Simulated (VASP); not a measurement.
Band structure of SnO2 (rutile). These are r2SCAN+rVV10, VASP's PBE PAW potentials (set 64) (plane waves; VASP) values and carry that method's errors.

Unless said otherwise, spin-orbit coupling is left out, though it shifts the bands of the heavy elements here.

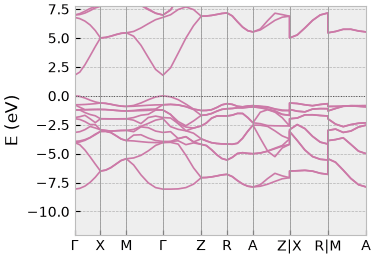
Bands along high-symmetry lines, zero at the valence-band maximum or, without a gap, the Fermi level

Q: Read the plot: is there a gap, and where are the band edges?

A: The gap is direct, 1.78 eV, from the valence maximum at Γ to the conduction minimum at Γ.

The compound is SnO2 in the rutile structure. It was relaxed first.
